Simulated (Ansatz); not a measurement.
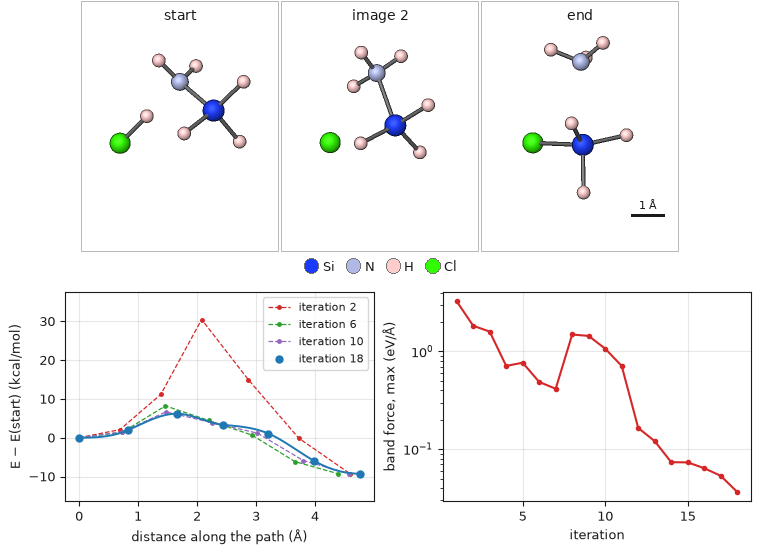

A search for the minimum-energy path of SiNH6Cl by the nudged elastic band. Images are numbered from 0 (start) to 6 (end). The plot follows the band through its iterations. The picture is a ball-and-stick view, seen from a free direction.

Theory: RKS PBE0/6-31G* (Ansatz 0.2.0). Run with 5 movable images; climbing image; force threshold 0.05 eV/Å; iteration limit 60; starting path through a guess of the saddle point.

Question: Did the band converge, and can the barrier be trusted?

Answer: The result is final at these settings. The band converged in 18 iterations. The largest component of the band force went from 3.3 to 0.036 eV/Å. The climbing image converged on the top of the path. Its vibrational analysis gives one imaginary mode (133i cm⁻¹), as a transition state must have. The first iteration put the highest image at 57.1 kcal/mol. The energy climbs by 6.2 kcal/mol to image 2 and then falls by 15.5 kcal/mol, so the end point sits at −9.3 kcal/mol.

Cost: 4 min on 1 thread of Arm Neoverse V1, with other jobs on the host, peak memory 0.13 GiB.
